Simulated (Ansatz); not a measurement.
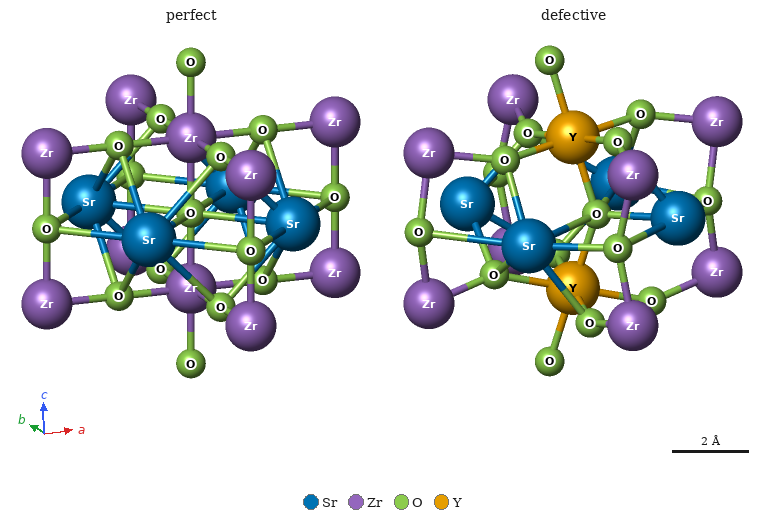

Left: perfect SrZrO3. Right: the same region with a pair of point defects, after relaxing the atoms in a supercell of 40 sites. The picture is a ball-and-stick view of the atoms within 5.0 Å of one point, seen slightly off an axis.

Method: DFT, PBEsol, PAW, plane waves (Ansatz 0.2.0). (plane-wave cutoff 420 eV; k-point mesh 1 × 1 × 1; mesh shifted by (0.25, 0.25, 0.25); no spin polarisation) Fermi-Dirac smearing of 0.01 eV. The axes drawn are those of the host's conventional cell.

Q: What kind of defect was made?

A: Two zirconium atoms are replaced by yttrium, the two sites 4.1 Å apart.

The charge state of the cell is 0.

Q: How does the lattice respond?

A: One site: in the host the Zr atom has 6 O at 2.06 to 2.07 Å; the Y atom ends with 6 O at 2.16 to 2.23 Å. The other site: in the host the Zr atom has 6 O at 2.06 to 2.07 Å; the Y atom ends with 6 O at 2.16 to 2.23 Å. Of the host's atoms, an oxygen atom moves furthest from its site, by 0.64 Å.

Limits of the set-up: the periodic images lie only 8.3 Å apart, so the values are limited by the cell's size.
